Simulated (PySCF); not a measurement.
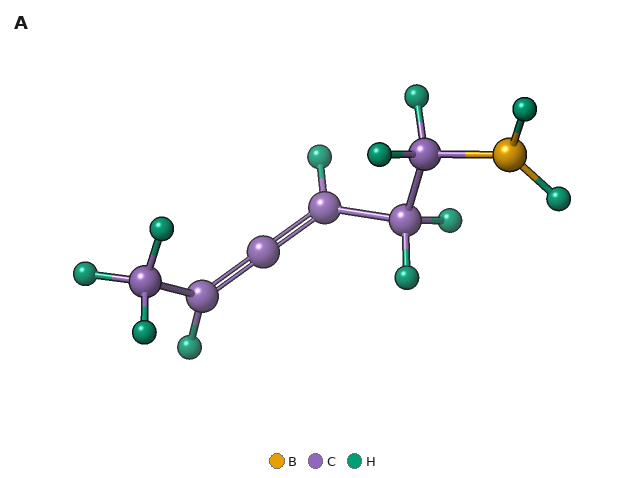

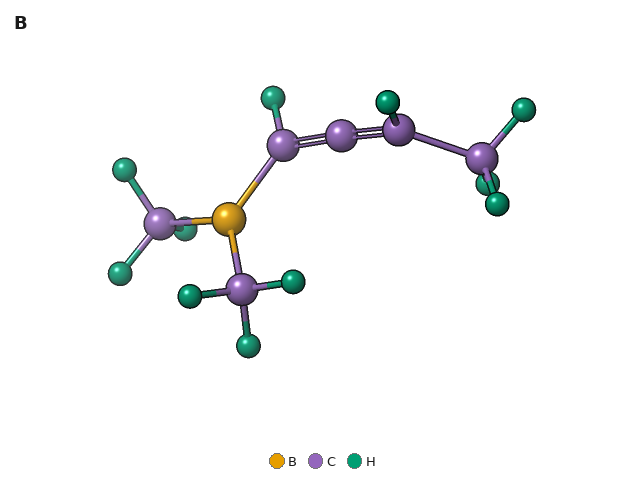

2 stationary structures of one formula. Geometries: GFN2-xTB. Electronic energies: PBE0/pcSseg-1 (PySCF 2.14.0), without zero-point energy. No frequency run is at hand to confirm each as a minimum. Each is one conformer, not always the lowest.

### Are they conformers, stereoisomers or constitutional isomers?

They are constitutional isomers of C6H11B: A `BCCC=C=CC`, B `CC=C=CB(C)C`.

### Rank them by energy, lowest first.

B is lowest; A lies 33.0 kcal/mol above it.

The geometry is semi-empirical. Around B such bond lengths and angles can be off by a tenth of an ångström or more and by several degrees, and values that hang on the shape move with them.
